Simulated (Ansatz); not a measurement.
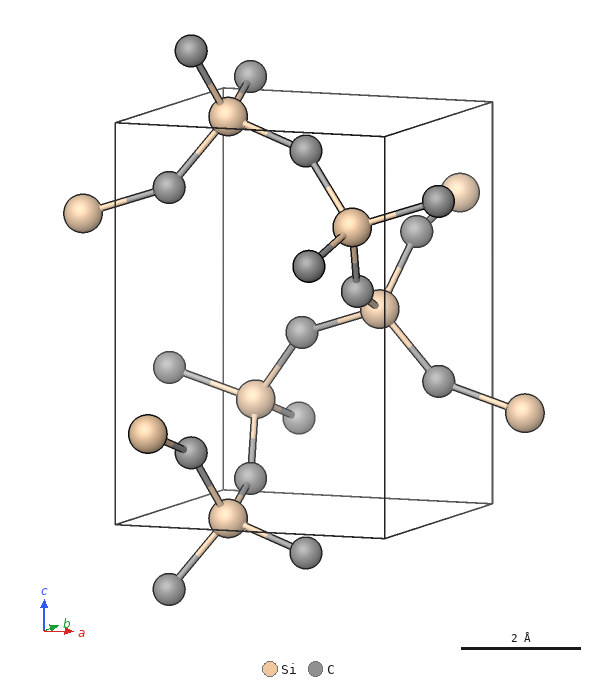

Crystal structure, ball-and-stick style, seen slightly off an axis. The simulation cell is drawn as a box. The bonded neighbours beyond the faces are included.

```
CELL_PARAMETERS angstrom
4.91518 0.00000 0.00000
0.00000 4.91518 0.00000
0.00000 0.00000 6.86961
ATOMIC_POSITIONS crystal
Si 0.29897 0.29897 0.00000
Si 0.20103 0.79897 0.25000
Si 0.70103 0.70103 0.50000
Si 0.79897 0.20103 0.75000
C 0.23989 0.10347 0.17813
C 0.39653 0.73989 0.42813
C 0.76011 0.89653 0.67813
C 0.60347 0.26011 0.92813
C 0.73989 0.39653 0.57187
C 0.89653 0.76011 0.32187
C 0.26011 0.60347 0.07187
C 0.10347 0.23989 0.82187
```

Level of theory: DFT, PAW plane waves, PBE (Ansatz 0.2.0). Settings were E_cut = 420 eV, k-grid 5×5×4, Methfessel-Paxton smearing of 0.03 eV, no spin polarisation. The pressure of the cell is 71 GPa.

### What net charge does each kind of atom have (Bader)?

Si +3.09 e; C -1.55 e.

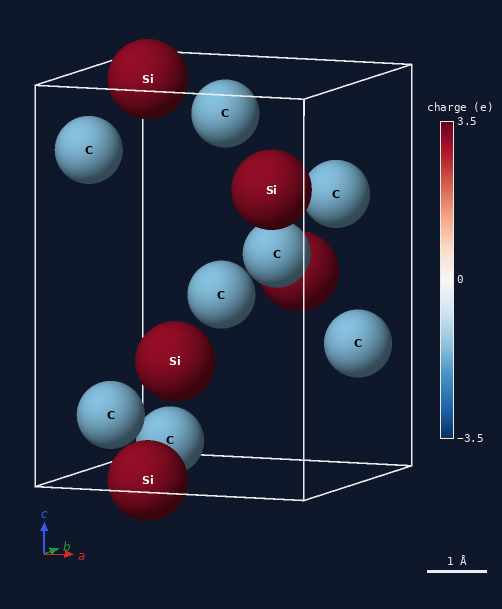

The atoms coloured by those charges.

Shown is a generated cell, made by putting these elements into a known structure type (the compound may or may not exist in this form), as it stood before any relaxation. It went into a calculation with Ansatz.

At this level of theory the cell isn't at rest (compressed, at 71 GPa and forces up to 3.3 eV/Å), so its distances can differ from those at equilibrium, the more so the softer the solid.
